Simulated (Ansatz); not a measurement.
The reference is CaO in the rock salt structure (space group Fm-3m, No. 225; a = 4.831 Å).

Perturbation: the cell is scaled by 1.0100 in all directions, atoms relaxed at fixed cell.

All numbers come from DFT with PBE, PAW potentials and a 420 eV plane-wave cutoff in Ansatz (a first-principles code), no SOC.

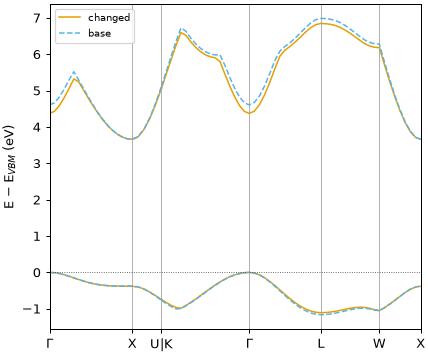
Figure. Highest valence and lowest conduction band along the path, each from its own valence-band maximum

The gap is 3.66 eV, indirect, Γ → X; the base has 3.66 eV.

The cells carry an imposed strain or load. No phonon test of stability was made.
